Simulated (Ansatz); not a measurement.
# AlHOF (SMILES [O][AlH][F]) at 6 levels

Wanted: a comparison of 6 runs (UB2PLYP/STO-3G, UBHLYP/STO-3G, UBLYP/STO-3G, UCAM-B3LYP/STO-3G, UPBE/STO-3G, UCCSDT(Q)/STO-3G) of AlHOF. 

Program for the calculation: Ansatz 0.2.0.

70 further runs of the same task are left out: 5 that didn't finish, 65 set aside as unsound or not needed.

**1. Starting point**

AlHOF: 4 atoms, total charge 0, spin state doublet. SMILES: `[O][AlH][F]`. The H4–Al2 distance was set to 2.346 Å, away from the relaxed value. At this shape a bond of the SMILES string is far longer than usual.

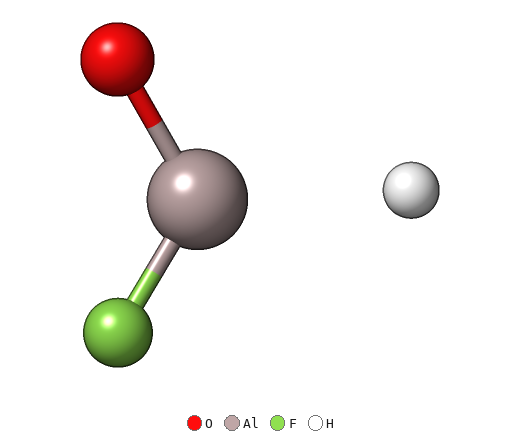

The structure, seen from a chosen angle (oxygen red, aluminium light grey, fluorine green, hydrogen white).

**2. A single-point energy at UB2PLYP/STO-3G (run 1)**

Contents of in.yaml:

```yaml
crystal:
  periodic: [false, false, false]
  atoms:
    - {symbol: O, position_ang: [-0.745286, -1.541378, 1.326102]}
    - {symbol: Al, position_ang: [-0.578786, -0.453678, -0.010298]}
    - {symbol: F, position_ang: [-1.743486, -0.490078, -1.165498]}
    - {symbol: H, position_ang: [1.272100, 0.985600, -0.090400]}
basis:
  gaussian:
    orbitals: STO-3G
magnetization:
  spin_polarized: true
  initial_magnetization: 1
hamiltonian:
  xc: {name: B2PLYP}
correlation:
  frozen_orbitals: {Al: 5, F: 1, H: 0, O: 1}
accuracy: high
```

On the command line:

```console
$ ansatz run in.yaml --threads 1 --pin off --max-ram 2610MiB --events-out events.jsonl --progress --plain --runs-dir runs
```

The log of the run:

```text
Warning: RAYON_NUM_THREADS=1 ignored (pool sized by the plan → 1); use --threads N
Functional definition: B2PLYP
  name "B2PLYP"
  parameter a = 0.53
  parameter c = 0.27
  exchange = (1 - a)*b88_x + a*exact_x
  correlation = (1 - c)*lyp_c + c*(mp2_os + mp2_ss)
356 factors; integrals over basis functions are off by at most 2.7e-8 eV
mean field evaluation 1: about -11203.9760 eV, gradient 3.1e1 eV
mean field evaluation 2: about -11203.9786 eV, gradient 3.1e1 eV
mean field evaluation 4: about -11213.7879 eV, gradient 1.1e1 eV
mean field evaluation 8: about -11216.0672 eV, gradient 7.4e-1 eV
mean field evaluation 16: about -11216.1076 eV, gradient 4.9e-3 eV
mean field evaluation 32: about -11216.1076 eV, gradient 1.7e-7 eV
mean field evaluation 64: about -11181.1313 eV, gradient 3.2e1 eV
mean field -11216.10758831 eV, -412.1843513194 hartree, gradient 2.0e-8 eV, S^2 1.050305; 3 other end points of the search recorded, 0 dependent functions left out
7 core orbitals not correlated: weight in the atoms' cores, before any rotation towards them, 1.000 or more for the frozen orbitals, at most 0.000 for the correlated occupied ones
reference -11216.10760344 eV, -412.1843518758 hartree; 9, 8 occupied and 4, 5 virtual orbitals, 356 factors
second order -2.81891902 eV of doubles, -0.00000000 eV of singles
Total energy: -11216.86871158 eV, -412.2123220839 hartree
```

Wall time 4.5 s (1 thread of Arm Neoverse V1, shared host); peak memory 0.13 GiB.

**3. A single-point energy at UBHLYP/STO-3G (run 2)**

Contents of run.yaml:

```yaml
crystal:
  periodic: [false, false, false]
  atoms:
    - {symbol: O, position_ang: [-0.745286, -1.541378, 1.326102]}
    - {symbol: Al, position_ang: [-0.578786, -0.453678, -0.010298]}
    - {symbol: F, position_ang: [-1.743486, -0.490078, -1.165498]}
    - {symbol: H, position_ang: [1.272100, 0.985600, -0.090400]}
basis:
  gaussian: {orbitals: STO-3G}
magnetization: {spin_polarized: true, initial_magnetization: 1}
total_charge: 0
hamiltonian: {xc: {name: BHLYP}}
accuracy: high
```

On the command line:

```console
$ ansatz run run.yaml --threads 1 --pin off --max-ram 2610MiB --events-out events.jsonl --progress --plain --runs-dir runs
```

The log of the run:

```text
Warning: RAYON_NUM_THREADS=1 ignored (pool sized by the plan → 1); use --threads N
Functional definition: BHLYP
  name "BHLYP"
  parameter a = 0.5
[... 1 set-up line as earlier in the session ...]
  correlation = lyp_c
356 factors; integrals over basis functions are off by at most 2.7e-8 eV
mean field evaluation 1: about -11212.3693 eV, gradient 3.1e1 eV
mean field evaluation 2: about -11099.7461 eV, gradient 1.1e2 eV
mean field evaluation 4: about -11223.3017 eV, gradient 9.7e0 eV
mean field evaluation 8: about -11224.5800 eV, gradient 3.2e-1 eV
mean field evaluation 16: about -11224.5883 eV, gradient 1.4e-3 eV
mean field evaluation 32: about -11224.5883 eV, gradient 8.2e-8 eV
mean field -11224.58830028 eV, -412.4960117359 hartree, gradient 8.2e-8 eV, S^2 1.002765; 2 other end points of the search recorded, 0 dependent functions left out
reference -11224.58831641 eV, -412.4960123290 hartree; 16, 15 occupied and 4, 5 virtual orbitals, 356 factors
Total energy: -11224.58831641 eV, -412.4960123290 hartree
```

It took 2.3 s on 1 thread of Arm Neoverse V1, shared host; peak memory 0.12 GiB.

Runs 3 to 5 aren't shown in full; the table further down has their settings and results.

**4. A single-point energy at UCCSDT(Q)/STO-3G (run 6)**

in.yaml, as its differences from that of step 2:

```diff
@@ -13,6 +13,7 @@
   initial_magnetization: 1
-hamiltonian:
-  xc: {name: B2PLYP}
 correlation:
+  method: ccsdt_q
   frozen_orbitals: {Al: 5, F: 1, H: 0, O: 1}
 accuracy: high
+scf:
+  omitted_lower_state_checks: [cluster_reference, increment]
```

On the command line:

```console
$ ansatz run in.yaml --threads 1 --pin off --max-ram 2610MiB --events-out events.jsonl --progress --plain --runs-dir runs
```

The log of the run:

```text
Warning: RAYON_NUM_THREADS=1 ignored (pool sized by the plan → 1); use --threads N
[... 15 lines left out ...]
7 core orbitals not correlated: weight in the atoms' cores, before any rotation towards them, 1.000 or more for the frozen orbitals, at most 0.000 for the correlated occupied ones
[... 69 lines left out ...]
Total energy: -11197.06095159 eV, -411.4844003304 hartree
Checks for a lower state left out: cluster_reference, increment
```

Run time: 2.6 s. Hardware: 1 thread of Arm Neoverse V1, shared host; peak memory 0.11 GiB.

**5. Overview of the runs**

| run | level | frozen core orbitals | energy (Eh) | ⟨S²⟩ | wall time |
| --- | --- | --- | --- | --- | --- |
| 1 | UB2PLYP/STO-3G | 7 | -412.212322 | 1.050 | 4.5 s |
| 2 | UBHLYP/STO-3G | – | -412.496012 | 1.003 | 2.3 s |
| 3 | UBLYP/STO-3G | – | -412.487841 | 0.776 | 3.6 s |
| 4 | UCAM-B3LYP/STO-3G | – | -412.452733 | 0.886 | 3.3 s |
| 5 | UPBE/STO-3G | – | -412.236653 | 0.770 | 3.6 s |
| 6 | UCCSDT(Q)/STO-3G | 7 | -411.484400 | 1.335 | 2.6 s |

**6. Summary of results**

| quantity | value |
| --- | --- |
| run 6: total energy | -411.48440 Eh |
| run 6: correlation energy (7 core orbitals frozen) | -101.8 mEh |
| run 6: ⟨S²⟩ of the reference determinant | 1.335 |
| run 6: T1 diagnostic | 0.067 |

In words: Totals of different functionals can't be ranked against each other. In runs 1, 2, 3, 4, 5, 6 the basis is minimal, so the values are rough. Spin contamination of the reference: run 6 ⟨S²⟩ = 1.33, run 1 ⟨S²⟩ = 1.05, run 2 ⟨S²⟩ = 1.00, run 4 ⟨S²⟩ = 0.89. All runs together took 20 s, the longest 4.5 s.
